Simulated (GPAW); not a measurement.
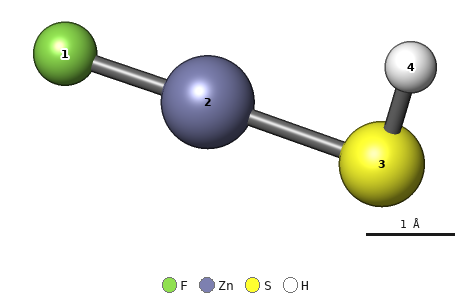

*The structure (ball-and-stick view, seen at an oblique angle; atoms are numbered from 1 in the order of the input). Sticks mark near contacts.*

Bond lengths as drawn: F–Zn 1.75 Å, H–S 1.35 Å and S–Zn 2.14 Å.

**Calculation of the molecule and its ions of ZnHSF**

ZnHSF, SMILES [F][Zn][SH], computed with PBE/real-space grid, scalar-relativistic datasets (GPAW 26.7.0).

The geometry comes from this level: PBE0-D4/def2-TZVP.

Input (ipea.py):
```python
from ase.io import read
from gpaw import GPAW

# Atomic positions
atoms = read("mol.xyz")
atoms.center(vacuum=4.5)

energies = {}
for name, charge, unpaired in [("neutral", 0, 0), ("oxidised", 1, 1)]:
    atoms.set_initial_magnetic_moments([unpaired / len(atoms)] * len(atoms))
    calc = GPAW(mode="fd",
                h=0.18,
                xc="PBE",
                charge=charge,
                occupations={"name": "fermi-dirac", "width": 0.0, "fixmagmom": unpaired > 0},
                maxiter=100,
                symmetry="off",
                txt="-")
    atoms.calc = calc
    energies[name] = atoms.get_potential_energy()
    print(f'{name:10} {energies[name]:12.5f} eV')

ip = energies["oxidised"] - energies["neutral"]
print(f"Vertical IP: {ip:.3f} eV")
```

File mol.xyz:
```
4

F     -0.398300     0.262000     2.366700
Zn    -0.313000     0.146600     0.625200
S     -0.240000     0.017700    -1.511000
H      1.006900    -0.486700    -1.501200
```

Hardware: 1 thread of Arm Neoverse V2, 24 GiB of memory available, shared host.

Run as:
```bash
python3 -u ipea.py | tee ipea.out
```

What the program printed:
```
__  _  _
 | _ |_)|_||  |
 |__||  | ||/\| - 26.7.0

units:  Angstrom and eV
cores:  1
OpenMP: False

Versions:
  Python: 3.12.14
  ASE:    3.29.0
  Numpy:  2.5.5
  Scipy:  1.18.1
  Libxc:  7.0.0

        _gpaw.cpython-312-aarch64-linux-gnu.so

Input parameters:
  mode=FD(),
  charge=0.0,
  h=0.18,
  maxiter=100,
  occupations=Occupations(name='fermi-dirac', width=0.0, fixmagmom=False),
  symmetry=Symmetry(point_group=False, time_reversal=False),
  xc=XC(name='PBE')

Diagonalizing LCAO Hamiltonian
Converting LCAO to fd mode
       .-------------------------.
      /|                         |
     / |                         |
    /  |                         |
   /   |                         |
  /    |                         |
 *     |                         |
 |     |                         |
 |     |       F                 |
 |     |                         |
 |     |                         |
 |     |        Zn               |
 |     |                         |
 |     |        S                |
 |     |           H             |
 |     |                         |
 |     .-------------------------.
 |    /                         /
 |   /                         /
 |  /                         /
 | /                         /
 |/                         /
 *-------------------------*

Atoms  # Å, Bohr magnetons
|   | symbol |        x |        y |        z |    initial magnetic moments |
|---|--------|----------|----------|----------|-----------------------------|
| 0 |      F | 4.500000 | 5.248700 | 8.377700 | ( 0.0000,  0.0000,  0.0000) |
| 1 |     Zn | 4.585300 | 5.133300 | 6.636200 | ( 0.0000,  0.0000,  0.0000) |
| 2 |      S | 4.658300 | 5.004400 | 4.500000 | ( 0.0000,  0.0000,  0.0000) |
| 3 |      H | 5.905200 | 4.500000 | 4.509800 | ( 0.0000,  0.0000,  0.0000) |

Unit cell  # Å
| periodic |         x |        y |         z |   lengths |    angles |
|----------|-----------|----------|-----------|-----------|-----------|
|       no | 10.405200 | 0.000000 |  0.000000 | 10.405200 | 90.000000 |
|       no |  0.000000 | 9.748700 |  0.000000 |  9.748700 | 90.000000 |
|       no |  0.000000 | 0.000000 | 12.877700 | 12.877700 | 90.000000 |

Number of symmetries: 1
Symmetry operations  # r_c * U_cc + t_c -> r_c
|   | kind |            matrix            |
|---|------|------------------------------|
| 0 |  E   |  1, 0, 0,  0, 1, 0,  0, 0, 1 |

BZ-sampling:
  Number of BZ points: 1
  Number of IBZ points: 1

  Monkhorst-Pack size: [1, 1, 1]
  Monkhorst-Pack shift: [0, 0, 0]

K-points  # in reciprocal-cell coordinates
|   |                                coordinates |     weight |
|---|--------------------------------------------|------------|
| 0 | (  0.00000000,   0.00000000,   0.00000000) | 1.00000000 |

Uniform wave function grid shape: (np.int64(55), np.int64(55), np.int64(71))
Spin-components: 1 (collinear spins)
Bands:           18
Projectors:      19
Spin-degeneracy: 2
Datatype:        float64

  Storage: CPU
  Wave functions: 30_927_600 bytes (30_927_600 per core)

Parallelization:
  kpt:    1
  domain: 1
  band:   1

Density:
  Valence electrons: 26.0
  Components: 1
  Grid points: [56 56 72]
  Charge: 0.0  # |e|

Potential:
  Grid points: [56 56 72]

species:
  F:
    name:    Fluorine
    Z:       9.0
    valence: 7
    core:    2
    charge:  0.0  # [|e|]
    file:    F.PBE.gz
    compensation charges:
      type: gauss
      rc: 0.20  # [Å]
      lmax: 2
    cutoffs:
      filter: 1.14  # [Å]
      core: 0.74  # [Å]
    projectors
    | kind |    occ | energy [eV] | rcut [Å] |
    |------|--------|-------------|----------|
    |   2s |  2.000 |     -29.898 |    0.635 |
    |   2p |  5.000 |     -11.110 |    0.635 |
    |    s |        |      -2.687 |    0.635 |
    |    p |        |      16.102 |    0.635 |
    |    d |        |       0.000 |    0.635 |

    Using partial waves for F as LCAO basis

  Zn:
    name:    Zinc
    Z:       30.0
    valence: 12
    core:    18
    charge:  0.0  # [|e|]
    file:    Zn.PBE.gz
    compensation charges:
      type: gauss
      rc: 0.37  # [Å]
      lmax: 2
    cutoffs:
      filter: 2.14  # [Å]
      core: 2.28  # [Å]
    projectors
    | kind |    occ | energy [eV] | rcut [Å] |
    |------|--------|-------------|----------|
    |   4s |  2.000 |      -5.977 |    1.286 |
    |   4p |  0.000 |      -1.117 |    1.270 |
    |   3d | 10.000 |     -10.142 |    1.180 |
    |    s |        |      21.234 |    1.286 |
    |    p |        |      26.095 |    1.270 |
    |    d |        |      17.070 |    1.180 |

    Using partial waves for Zn as LCAO basis

  S:
    name:    Sulfur
    Z:       16.0
    valence: 6
    core:    10
    charge:  0.0  # [|e|]
    file:    S.PBE.gz
    compensation charges:
      type: gauss
      rc: 0.24  # [Å]
      lmax: 2
    cutoffs:
      filter: 1.77  # [Å]
      core: 1.66  # [Å]
    projectors
    | kind |    occ | energy [eV] | rcut [Å] |
    |------|--------|-------------|----------|
    |   3s |  2.000 |     -17.254 |    0.974 |
    |   3p |  4.000 |      -7.008 |    0.979 |
    |    s |        |       9.957 |    0.974 |
    |    p |        |      20.203 |    0.979 |
    |    d |        |       0.000 |    0.900 |

    Using partial waves for S as LCAO basis

  H:
    name:    Hydrogen
    Z:       1.0
    valence: 1
    core:    0
    charge:  0.0  # [|e|]
    file:    H.PBE.gz
    compensation charges:
      type: gauss
      rc: 0.15  # [Å]
      lmax: 2
    cutoffs:
      filter: 0.85  # [Å]
      core: 0.53  # [Å]
    projectors
    | kind |    occ | energy [eV] | rcut [Å] |
    |------|--------|-------------|----------|
    |   1s |  1.000 |      -6.494 |    0.476 |
    |    s |        |      20.717 |    0.476 |
    |    p |        |       0.000 |    0.476 |

    Using partial waves for H as LCAO basis

Reference energy: -62445.517498  # eV

eigensolver:
  PPCG
  Converge bands: occupied
  niter=2

density mixing:
  MSR1-Mixer
  Pratt-step length: 0.05
  Maximum mixing coefficient: 0.75
  Old densities: 10
  SVD Regularization: 0.005
  Good broyden scale: 1.0
  Trust region scale: 1.0
  Backstep threshold: 4.0
  History deletion threshold: 6.0
  Fourier metric: weight=20.0, sigma=0.015

occupation numbers:
  # Zero width

FastPoissonSolver using
    Stencil: 6*3+1=19 point O(h^6) finite-difference Laplacian
    FFT axes: []
    FST axes: [np.int64(0), np.int64(1), np.int64(2)]

xc functional:
  name: PBE with 2 nearest neighbor stencil
interpolation: tri-quintic # 5. degree polynomial

Initialization done in: 1.386 s

convergence criteria:
- Maximum [total energy] change in last 3 cyles: 0.0005 eV / valence electron
- Maximum integral of absolute [dens]ity change: 0.0001 electrons / valence electron
- Maximum integral of absolute [eigenst]ate change: 4e-08 eV^2 / valence electron
maximum number of iterations: 100

SCF iterations
|iter     |     time |      energy | eigst |  dens |
|---------|----------|-------------|-------|-------|
|iter:   1| 00:00:02 |  -15.583481 | +0.86 |       |
|iter:   2| 00:00:03 |  -15.164333 | -0.26 | -0.99 |
|iter:   3| 00:00:04 |  -13.664407 | +0.24 | -1.03 |
|iter:   4| 00:00:05 |  -13.630723 | -0.71 | -1.44 |
|iter:   5| 00:00:06 |  -13.623616 | -1.39 | -1.76 |
|iter:   6| 00:00:07 |  -13.623884c| -2.05 | -2.28 |
|iter:   7| 00:00:08 |  -13.623933c| -2.88 | -2.81 |
|iter:   8| 00:00:09 |  -13.623966c| -3.55 | -3.19 |
|iter:   9| 00:00:10 |  -13.623974c| -4.17 | -3.71 |
|iter:  10| 00:00:11 |  -13.623975c| -4.82 | -4.17c|
|iter:  11| 00:00:12 |  -13.623975c| -5.56 | -4.57c|
|iter:  12| 00:00:13 |  -13.623975c| -6.16 | -5.15c|
|iter:  13| 00:00:15 |  -13.623975c| -6.72 | -5.50c|
|iter:  14| 00:00:16 |  -13.623975c| -7.26 | -5.91c|
|iter:  15| 00:00:16 |  -13.623975c| -7.59c| -6.20c|

Converged in 15 steps
SCF loop duration: 15.345 s (1.023 s/step)
Energy contributions relative to reference atoms: (reference = -62445.517498)

Energy contributions:
  Kinetic:          17.465826
  Coulomb:         -18.183639
  Zero:              0.328279
  External:          0.000000
  Xc:              -13.234441
  Entropy:           0.000000
  Spinorbit:         0.000000
  ----------------------------
  Free energy:     -13.623975
  Extrapolated:    -13.623975

dipole moment: (0.138257, -0.070620, -0.314203)  # |e|*Ang

Fermi level: -4.498
Eigenvalues  # (at kpt = [0.000, 0.000, 0.000])
| band index |      eig [eV] | occ [0-2] |
|------------|---------------|-----------|
|          0 |       -27.734 |     2.000 |
|        ... |               |           |
|          5 |       -12.176 |     2.000 |
|          6 |       -12.175 |     2.000 |
|          7 |       -10.262 |     2.000 |
|          8 |        -9.558 |     2.000 |
|          9 |        -8.557 |     2.000 |
|         10 |        -8.545 |     2.000 |
|         11 |        -8.323 |     2.000 |
|         12 |        -6.614 |     2.000 |
|         13 |        -2.382 |     0.000 |
|         14 |        -1.284 |     0.000 |
|         15 |        -0.754 |     0.000 |
|         16 |        -0.656 |     0.000 |
|         17 |         0.769 |     0.000 |

Gap: 4.231 eV
Transition (v -> c):
  (s=0, k=0, n=12, [0.00, 0.00, 0.00]) -> (s=0, k=0, n=13, [0.00, 0.00, 0.00])
No difference between direct/indirect transitions
vacuum-level: 0.000  # V
neutral       -13.62398 eV
  __  _  _
 | _ |_)|_||  |
 |__||  | ||/\| - 26.7.0

units:  Angstrom and eV
cores:  1
OpenMP: False

Versions:
  Python: 3.12.14
  ASE:    3.29.0
  Numpy:  2.5.5
  Scipy:  1.18.1
  Libxc:  7.0.0

        _gpaw.cpython-312-aarch64-linux-gnu.so

Input parameters:
  mode=FD(),
  charge=1,
  h=0.18,
  maxiter=100,
  occupations=Occupations(name='fermi-dirac', width=0.0, fixmagmom=True),
  symmetry=Symmetry(point_group=False, time_reversal=False),
  xc=XC(name='PBE')

Diagonalizing LCAO Hamiltonian
Converting LCAO to fd mode
       .-------------------------.
      /|                         |
     / |                         |
    /  |                         |
   /   |                         |
  /    |                         |
 *     |                         |
 |     |                         |
 |     |       F                 |
 |     |                         |
 |     |                         |
 |     |        Zn               |
 |     |                         |
 |     |        S                |
 |     |           H             |
 |     |                         |
 |     .-------------------------.
 |    /                         /
 |   /                         /
 |  /                         /
 | /                         /
 |/                         /
 *-------------------------*

Atoms  # Å, Bohr magnetons
|   | symbol |        x |        y |        z |    initial magnetic moments |
|---|--------|----------|----------|----------|-----------------------------|
| 0 |      F | 4.500000 | 5.248700 | 8.377700 | ( 0.0000,  0.0000,  0.2500) |
| 1 |     Zn | 4.585300 | 5.133300 | 6.636200 | ( 0.0000,  0.0000,  0.2500) |
| 2 |      S | 4.658300 | 5.004400 | 4.500000 | ( 0.0000,  0.0000,  0.2500) |
| 3 |      H | 5.905200 | 4.500000 | 4.509800 | ( 0.0000,  0.0000,  0.2500) |

Unit cell  # Å
| periodic |         x |        y |         z |   lengths |    angles |
|----------|-----------|----------|-----------|-----------|-----------|
|       no | 10.405200 | 0.000000 |  0.000000 | 10.405200 | 90.000000 |
|       no |  0.000000 | 9.748700 |  0.000000 |  9.748700 | 90.000000 |
|       no |  0.000000 | 0.000000 | 12.877700 | 12.877700 | 90.000000 |

Number of symmetries: 1
Symmetry operations  # r_c * U_cc + t_c -> r_c
|   | kind |            matrix            |
|---|------|------------------------------|
| 0 |  E   |  1, 0, 0,  0, 1, 0,  0, 0, 1 |

BZ-sampling:
  Number of BZ points: 1
  Number of IBZ points: 1

  Monkhorst-Pack size: [1, 1, 1]
  Monkhorst-Pack shift: [0, 0, 0]

K-points  # in reciprocal-cell coordinates
|   |                                coordinates |     weight |
|---|--------------------------------------------|------------|
| 0 | (  0.00000000,   0.00000000,   0.00000000) | 1.00000000 |

Uniform wave function grid shape: (np.int64(55), np.int64(55), np.int64(71))
Spin-components: 2 (collinear spins)
Bands:           18
Projectors:      19
Spin-degeneracy: 1
Datatype:        float64

  Storage: CPU
  Wave functions: 61_855_200 bytes (61_855_200 per core)

Parallelization:
  kpt:    1
  domain: 1
  band:   1

Density:
  Valence electrons: 26.0
  Components: 2
  Grid points: [56 56 72]
  Charge: 1.0  # |e|

Potential:
  Grid points: [56 56 72]

species:
  F:
    name:    Fluorine
    Z:       9.0
    valence: 7
    core:    2
    charge:  0.0  # [|e|]
    file:    F.PBE.gz
    compensation charges:
      type: gauss
      rc: 0.20  # [Å]
      lmax: 2
    cutoffs:
      filter: 1.14  # [Å]
      core: 0.74  # [Å]
    projectors
    | kind |    occ | energy [eV] | rcut [Å] |
    |------|--------|-------------|----------|
    |   2s |  2.000 |     -29.898 |    0.635 |
    |   2p |  5.000 |     -11.110 |    0.635 |
    |    s |        |      -2.687 |    0.635 |
    |    p |        |      16.102 |    0.635 |
    |    d |        |       0.000 |    0.635 |

    Using partial waves for F as LCAO basis

  Zn:
    name:    Zinc
    Z:       30.0
    valence: 12
    core:    18
    charge:  0.0  # [|e|]
    file:    Zn.PBE.gz
    compensation charges:
      type: gauss
      rc: 0.37  # [Å]
      lmax: 2
    cutoffs:
      filter: 2.14  # [Å]
      core: 2.28  # [Å]
    projectors
    | kind |    occ | energy [eV] | rcut [Å] |
    |------|--------|-------------|----------|
    |   4s |  2.000 |      -5.977 |    1.286 |
    |   4p |  0.000 |      -1.117 |    1.270 |
    |   3d | 10.000 |     -10.142 |    1.180 |
    |    s |        |      21.234 |    1.286 |
    |    p |        |      26.095 |    1.270 |
    |    d |        |      17.070 |    1.180 |

    Using partial waves for Zn as LCAO basis

  S:
    name:    Sulfur
    Z:       16.0
    valence: 6
    core:    10
    charge:  0.0  # [|e|]
    file:    S.PBE.gz
    compensation charges:
      type: gauss
      rc: 0.24  # [Å]
      lmax: 2
    cutoffs:
      filter: 1.77  # [Å]
      core: 1.66  # [Å]
    projectors
    | kind |    occ | energy [eV] | rcut [Å] |
    |------|--------|-------------|----------|
    |   3s |  2.000 |     -17.254 |    0.974 |
    |   3p |  4.000 |      -7.008 |    0.979 |
    |    s |        |       9.957 |    0.974 |
    |    p |        |      20.203 |    0.979 |
    |    d |        |       0.000 |    0.900 |

    Using partial waves for S as LCAO basis

  H:
    name:    Hydrogen
    Z:       1.0
    valence: 1
    core:    0
    charge:  0.0  # [|e|]
    file:    H.PBE.gz
    compensation charges:
      type: gauss
      rc: 0.15  # [Å]
      lmax: 2
    cutoffs:
      filter: 0.85  # [Å]
      core: 0.53  # [Å]
    projectors
    | kind |    occ | energy [eV] | rcut [Å] |
    |------|--------|-------------|----------|
    |   1s |  1.000 |      -6.494 |    0.476 |
    |    s |        |      20.717 |    0.476 |
    |    p |        |       0.000 |    0.476 |

    Using partial waves for H as LCAO basis

Reference energy: -62445.517498  # eV

eigensolver:
  PPCG
  Converge bands: occupied
  niter=2

density mixing:
  MSR1-Mixer
  Pratt-step length: 0.05
  Maximum mixing coefficient: 0.75
  Old densities: 10
  SVD Regularization: 0.005
  Good broyden scale: 1.0
  Trust region scale: 1.0
  Backstep threshold: 4.0
  History deletion threshold: 6.0
  Fourier metric: weight=20.0, sigma=0.015

occupation numbers:
  Fixed magnetic moment: 1.000
  # Zero width

FastPoissonSolver using
    Stencil: 6*3+1=19 point O(h^6) finite-difference Laplacian
    FFT axes: []
    FST axes: [np.int64(0), np.int64(1), np.int64(2)]

xc functional:
  name: PBE with 2 nearest neighbor stencil
interpolation: tri-quintic # 5. degree polynomial

Initialization done in: 1.800 s

convergence criteria:
- Maximum [total energy] change in last 3 cyles: 0.0005 eV / valence electron
- Maximum integral of absolute [dens]ity change: 0.0001 electrons / valence electron
- Maximum integral of absolute [eigenst]ate change: 4e-08 eV^2 / valence electron
maximum number of iterations: 100

SCF iterations
|iter     |     time |      energy | eigst |  dens |  magmom |
|---------|----------|-------------|-------|-------|---------|
|iter:   1| 00:00:19 |   -8.494334 | +0.90 |       |  +0.9983|
|iter:   2| 00:00:22 |   -7.368067 | -0.04 | -0.73 |  +0.9984|
|iter:   3| 00:00:24 |   -5.250332 | +0.60 | -0.76 |  +0.9993|
|iter:   4| 00:00:26 |   -4.624427 | +0.54 | -0.81 |  +0.9995|
|iter:   5| 00:00:28 |   -3.822191 | -0.59 | -1.06 |  +0.9996|
|iter:   6| 00:00:30 |   -3.534945 | -0.64 | -1.21 |  +0.9998|
|iter:   7| 00:00:32 |   -3.543964 | -1.28 | -1.67 |  +1.0000|
|iter:   8| 00:00:34 |   -3.542655c| -2.11 | -2.20 |  +1.0000|
|iter:   9| 00:00:36 |   -3.544585c| -2.76 | -2.45 |  +1.0000|
|iter:  10| 00:00:38 |   -3.544314c| -2.60 | -2.27 |  +1.0000|
|iter:  11| 00:00:40 |   -3.544194c| -3.65 | -2.81 |  +1.0000|
|iter:  12| 00:00:42 |   -3.544186c| -4.30 | -3.30 |  +1.0000|
|iter:  13| 00:00:44 |   -3.544188c| -4.89 | -3.68 |  +1.0000|
|iter:  14| 00:00:47 |   -3.544188c| -5.34 | -4.05c|  +1.0000|
|iter:  15| 00:00:49 |   -3.544189c| -5.80 | -4.86c|  +1.0000|
|iter:  16| 00:00:51 |   -3.544189c| -6.31 | -5.07c|  +1.0000|
|iter:  17| 00:00:53 |   -3.544188c| -6.68 | -5.45c|  +1.0000|
|iter:  18| 00:00:55 |   -3.544189c| -7.09 | -6.04c|  +1.0000|
|iter:  19| 00:00:57 |   -3.544189c| -7.54c| -6.22c|  +1.0000|

Converged in 19 steps
SCF loop duration: 38.343 s (2.018 s/step)
Energy contributions relative to reference atoms: (reference = -62445.517498)

Energy contributions:
  Kinetic:           7.601951
  Coulomb:          -6.467591
  Zero:              0.349831
  External:          0.000000
  Xc:               -5.028380
  Entropy:           0.000000
  Spinorbit:         0.000000
  ----------------------------
  Free energy:      -3.544189
  Extrapolated:     -3.544189

dipole moment: (4.846944, 4.955453, 5.089827)  # |e|*Ang

Total magnetic moment: (0.000000, 0.000000, 1.000000)

Local magnetic moments
|        x |        y |         z |
|----------|----------|-----------|
| 0.000000 | 0.000000 |  0.091295 |  # F    0
| 0.000000 | 0.000000 |  0.021860 |  # Zn   1
| 0.000000 | 0.000000 |  0.451817 |  # S    2
| 0.000000 | 0.000000 | -0.005812 |  # H    3

Fermi levels: -10.977, -13.789
Eigenvalues  # (at kpt = [0.000, 0.000, 0.000])
| band index |      eig [eV] | occ [0-1] |      eig [eV] | occ [0-1] |
|------------|---------------|-----------|---------------|-----------|
|          0 |       -33.637 |     1.000 |       -33.434 |     1.000 |
|        ... |               |           |               |           |
|          5 |       -18.831 |     1.000 |       -18.805 |     1.000 |
|          6 |       -18.829 |     1.000 |       -18.803 |     1.000 |
|          7 |       -17.643 |     1.000 |       -17.412 |     1.000 |
|          8 |       -15.874 |     1.000 |       -15.688 |     1.000 |
|          9 |       -15.338 |     1.000 |       -15.187 |     1.000 |
|         10 |       -15.329 |     1.000 |       -14.216 |     1.000 |
|         11 |       -14.435 |     1.000 |       -14.150 |     1.000 |
|         12 |       -14.238 |     1.000 |       -13.429 |     0.000 |
|         13 |        -8.525 |     0.000 |        -8.402 |     0.000 |
|         14 |        -7.434 |     0.000 |        -7.260 |     0.000 |
|         15 |        -6.611 |     0.000 |        -6.493 |     0.000 |
|         16 |        -6.570 |     0.000 |        -6.408 |     0.000 |
|         17 |        -4.148 |     0.000 |        -3.681 |     0.000 |

Gap: 4.904 eV
Transition (v -> c):
  (s=1, k=0, n=12, [0.00, 0.00, 0.00]) -> (s=0, k=0, n=13, [0.00, 0.00, 0.00])
No difference between direct/indirect transitions
vacuum-level: 0.000  # V
oxidised       -3.54419 eV
Vertical IP: 10.080 eV
```

Results in brief:

```json
{"quantity": "outcome", "value": "converged"}
{"quantity": "ionisation energy", "value": "10.08 eV"}
{"quantity": "wall time", "value": "57 s"}
{"quantity": "peak memory", "value": "1.1 GiB"}
```
